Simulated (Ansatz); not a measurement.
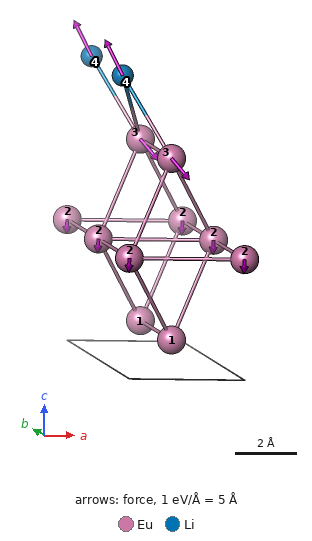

Starting geometry of a slab of composition LiEu3 (cut from the Im-3m phase) with the computed forces as purple arrows. The picture is a ball-and-stick view of the 1 × 2 repeat of the cell, outlined in the plane, without the vacuum, seen slightly off an axis.

The slab is the (1 1 0) face of Eu with Li on it. 1 atoms are held fixed.

All numbers below come from DFT PBE, scalar-relativistic, plane waves, PAW in Ansatz 0.2.0. Settings: plane-wave cutoff 420 eV; k-point mesh 8 × 8 × 1; occupations gaussian; smearing width 0.1 eV; collinear spin; dipole correction; atoms relaxed in a fixed cell; force threshold 0.03 eV/Å; at most 70 steps.

Question: Is this structure relaxed? If not, where do the atoms go?

Answer: It isn't relaxed: the largest force vector, on Li4, is 0.27 eV/Å. The final displacements follow the starting forces only in part (cosine between the two patterns 0.70). The largest move is that of Li4, 0.67 Å at 65° to the normal (+c side). By element the largest moves are Li 0.67 Å, Eu 0.27 Å. The cell stays as it was. Some distances before and after: Eu3–Li4 3.275 → 3.976 Å, Eu2–Eu3 3.742 → 3.841 Å, Eu3–Li4 (another image) 3.511 → 3.485 Å, Eu1–Eu2 3.740 → 3.746 Å. Bond angles that change, for instance: Eu3–Li4–Eu3 68.0° → 60.8°. The energy falls by 64.8 meV per cell of the calculation in 5 geometry steps. Largest force component: 0.23 eV/Å at the start, 0.002 eV/Å at the end.

Limits of the set-up: the periodic images lie only 3.8 Å apart, so the values are limited by the cell's size; 4f states are treated without a Hubbard U.
